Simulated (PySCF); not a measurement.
**C$_{5}$H$_{6}$S$_{2}$Si (SMILES C#CC(=C=S)[SiH2]SC): density, localisation and related maps**

```yaml
atoms:
  - { symbol: C, position_ang: [-3.5278, -1.2773, -0.5345] }
  - { symbol: C, position_ang: [-2.6520, -0.4677, -0.3948] }
  - { symbol: C, position_ang: [-1.5826, 0.4268, -0.2303] }
  - { symbol: C, position_ang: [-1.7010, 1.7030, 0.0054] }
  - { symbol: S, position_ang: [-1.7131, 3.2291, 0.2923] }
  - { symbol: Si, position_ang: [0.1289, -0.3602, -0.3998] }
  - { symbol: S, position_ang: [1.5659, 1.0994, 0.2148] }
  - { symbol: C, position_ang: [3.0769, 0.1019, 0.0384] }
  - { symbol: H, position_ang: [-4.3136, -1.9609, -0.6517] }
  - { symbol: H, position_ang: [0.2138, -1.5270, 0.4780] }
  - { symbol: H, position_ang: [0.3822, -0.7336, -1.7925] }
  - { symbol: H, position_ang: [3.0229, -0.7620, 0.6928] }
  - { symbol: H, position_ang: [3.1923, -0.2092, -0.9948] }
  - { symbol: H, position_ang: [3.9066, 0.7372, 0.3294] }
```

Geometry: GFN2-xTB.

All numbers below come from CAM-B3LYP/def2-SVPD, SCF density, gas phase in PySCF.

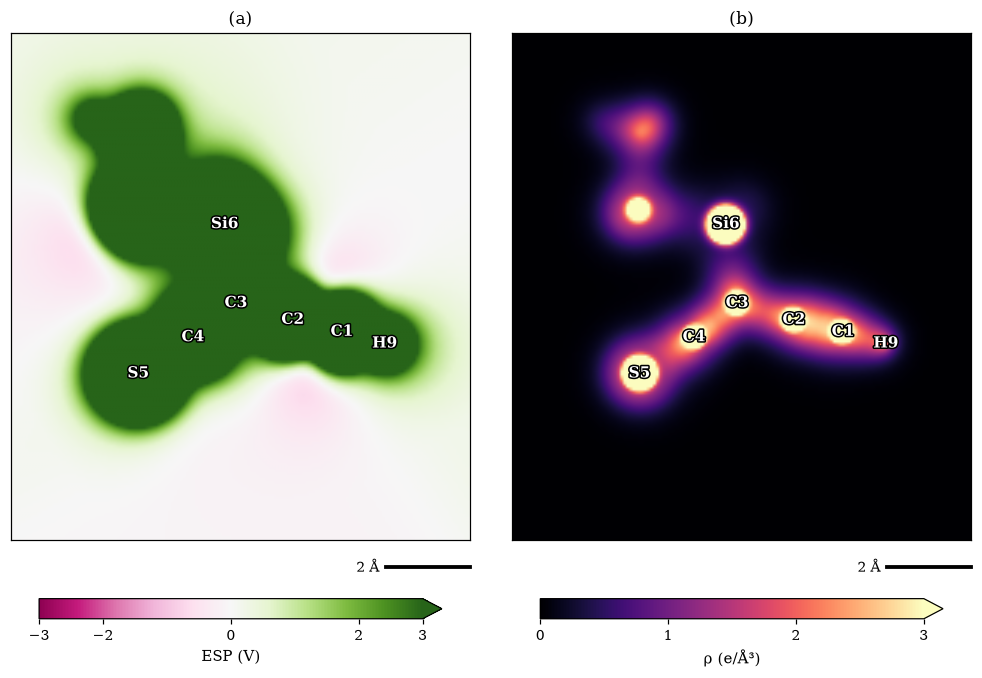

Figure 1. (a) molecular electrostatic potential; (b) electron density on the plane of atoms C2, C3 and Si6.

### What does the map show?

- Atoms in the plane: C, S, Si and H.
- C–C (1.20 Å): ρ is about 2.7 e/Å³ halfway.
- C–S (1.55 Å): the density is about 1.8 e/Å³ at the midpoint.
- C–Si (1.89 Å): ρ is about 0.89 e/Å³ halfway.
- C–H (1.05 Å): ρ at the midpoint is about 2.1 e/Å³.
- C–C (1.30 Å): ρ at the midpoint is about 2.4 e/Å³.
- Outside the dense part of the molecule the potential is most negative (−0.7 V) near C1.

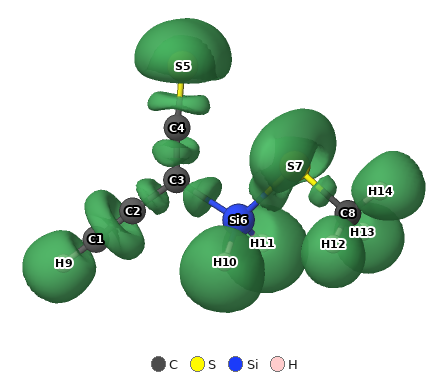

Figure 2. Isosurface of the electron localisation function at 0.8 (green), seen at a tilt. Core shells and regions of very low density are left out.

### Where are the electrons localised?

At this value the surface marks out three regions between bonded C–C atoms (shared pairs), two regions between bonded C–S atoms (shared pairs), one region between bonded C–Si atoms (shared pairs), six regions around hydrogen nuclei, one region on S in which the atom's valence shell and bonds are merged and one ring or bowl of non-bonding electrons around S. Profiles from the grid: C–C (1.20 Å): the ELF peaks at about 0.80 between the atoms (a multiple bond). C–S (1.55 Å): the ELF peaks at about 0.90 between the atoms (a covalent bond).

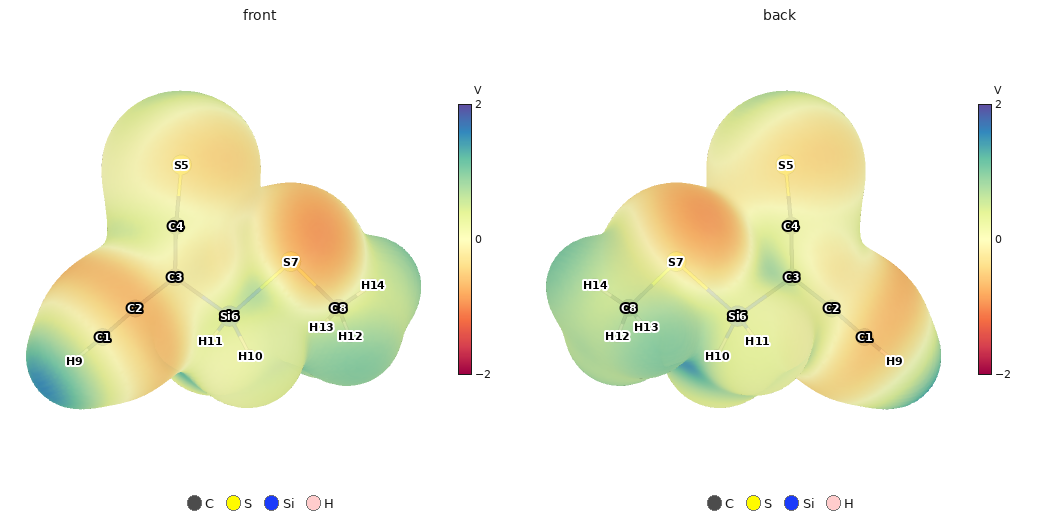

Figure 3. The electrostatic potential painted on the density surface at 0.002 e/bohr³, seen from the front and from behind; red is negative and blue positive.

### Which sites attract a positive test charge, and which a negative one?

A positive charge is drawn to the negative regions and a negative charge to the positive ones. The most negative region (about −0.9 V) lies over S7, the most positive (about +1.5 V) over Si6 and H9.

### What dipole moment does the calculation give?

Its dipole moment is 1.95 D.
